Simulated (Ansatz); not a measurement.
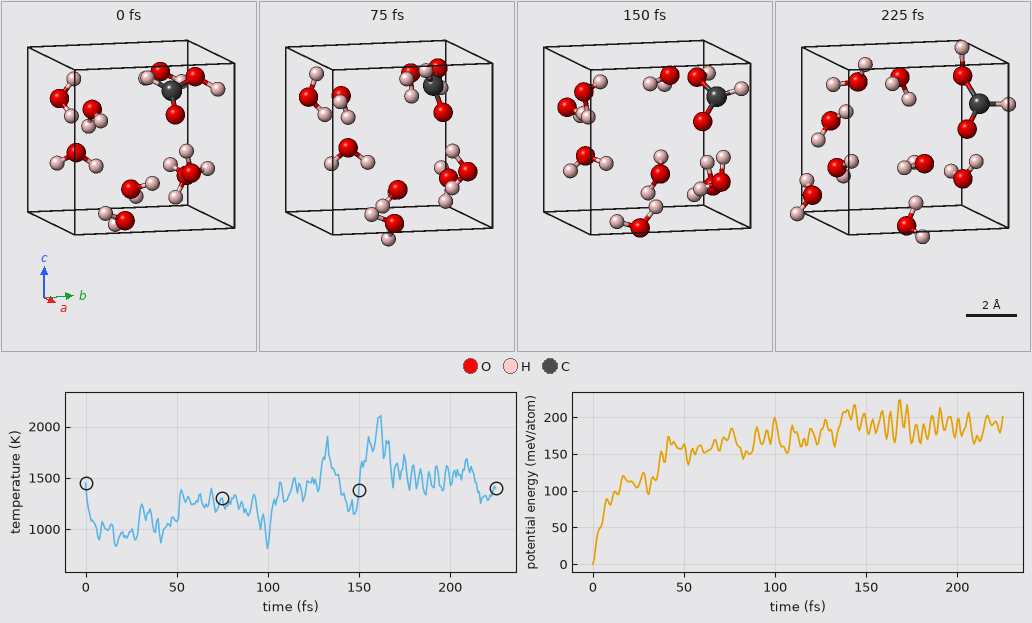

First-principles dynamics of a periodic cell with 8 H2O + 1 HCOOH at 1.042 g/cm³, 225 fs long. Frames and the history of the run. Style: ball-and-stick. Shown: the simulation cell, slightly off an axis. Atoms that leave the cell re-enter on the other side.

Theory: Ansatz, DFT PBE, scalar-relativistic, plane waves, PAW. Run with plane-wave cutoff 420 eV; k-point mesh 1 × 1 × 1; Fermi-Dirac smearing 0.05 eV; low-accuracy preset; Langevin thermostat (NVT); set temperature 1500 K; time step 0.75 fs; friction 0.02 per fs.

The input:
```yaml
accuracy: low
crystal:
  lattice:
    - [6.71657, 0.0, 0.0]
    - [0.0, 6.71657, 0.0]
    - [0.0, 0.0, 6.71657]
  atoms:
    - { symbol: O, position: [0.66625392, 0.20236971, 0.70308933] }
    - { symbol: H, position: [0.80357342, 0.21520091, 0.65167015] }
    - { symbol: H, position: [0.57416044, 0.20704335, 0.58793094] }
    - { symbol: O, position: [0.09630428, 0.95802299, 0.19260806] }
    - { symbol: H, position: [0.12562668, 0.88293618, 0.06734578] }
    - { symbol: H, position: [-0.02535188, 0.89381005, 0.24404738] }
    - { symbol: O, position: [0.42912569, 0.51368234, 0.17366218] }
    - { symbol: H, position: [0.31591496, 0.5794253, 0.11133922] }
    - { symbol: H, position: [0.51932207, 0.6219665, 0.21687729] }
    - { symbol: O, position: [0.16673461, 0.774869, 0.83971934] }
    - { symbol: H, position: [0.17041941, 0.90646451, 0.77421762] }
    - { symbol: H, position: [0.04340474, 0.71878394, 0.78473521] }
    - { symbol: O, position: [0.94976021, 0.32516266, 0.0623297] }
    - { symbol: H, position: [0.81094581, 0.30404876, 0.02118346] }
    - { symbol: H, position: [0.98854148, 0.19113351, 0.11739661] }
    - { symbol: O, position: [0.70853205, 0.8088269, 0.2978266] }
    - { symbol: H, position: [0.74043768, 0.77048964, 0.43699751] }
    - { symbol: H, position: [0.63407936, 0.93363677, 0.31031254] }
    - { symbol: O, position: [0.37934824, 0.18653826, 0.40156371] }
    - { symbol: H, position: [0.38756282, 0.30829808, 0.3162558] }
    - { symbol: H, position: [0.29096167, 0.09265469, 0.32932289] }
    - { symbol: O, position: [0.08232384, 0.16842634, 0.68930642] }
    - { symbol: H, position: [0.18739428, 0.21225888, 0.59601095] }
    - { symbol: H, position: [0.0855075, 0.25713278, 0.80540762] }
    - { symbol: O, position: [0.58990761, 0.86892784, 0.86397126] }
    - { symbol: C, position: [0.66088691, 0.70215179, 0.7954719] }
    - { symbol: O, position: [0.79290355, 0.68544578, 0.66810537] }
    - { symbol: H, position: [0.64087009, 0.99579662, 0.78960851] }
    - { symbol: H, position: [0.59291414, 0.57048822, 0.86952448] }
basis:
  ecutwfc: 420.0
kpoints:
  mp_grid: { grid: [1, 1, 1] }
hamiltonian:
  xc: pbe
scf:
  occupations: { method: fermi_dirac, width: 0.05 }
  lower_state_search: "off"
md:
  timestep: 0.75
  n_steps: 300
  ensemble: nvt_langevin
  temperature: 1500.0
  initial_velocities: maxwell_boltzmann
  seed: 828279
  friction: 0.02
```

Command:
```bash
ansatz run input.yaml --threads 1 --pin off --max-ram 3072MiB --backend cpu --events-out ev --progress --plain --runs-dir out
```

**What do the frames and curves show?**

In the second half of the run the atoms are, in the root-mean-square, this far from where they began (common drift taken out): H 1.69 Å, C 1.32 Å, O 0.97 Å. The molecules turn and drift from their places. Over the second half the temperature averages 1520 K (spread ±187 K). The potential energy in the second half lies on average 187 meV per atom above the first frame.

Limits of the set-up: the program's low-accuracy preset was used; the periodic images lie only 6.7 Å apart, so the values are limited by the cell's size.

Cost: 7.8 min on 1 thread of Arm Neoverse V2, with other jobs on the host, peak memory 0.36 GiB.
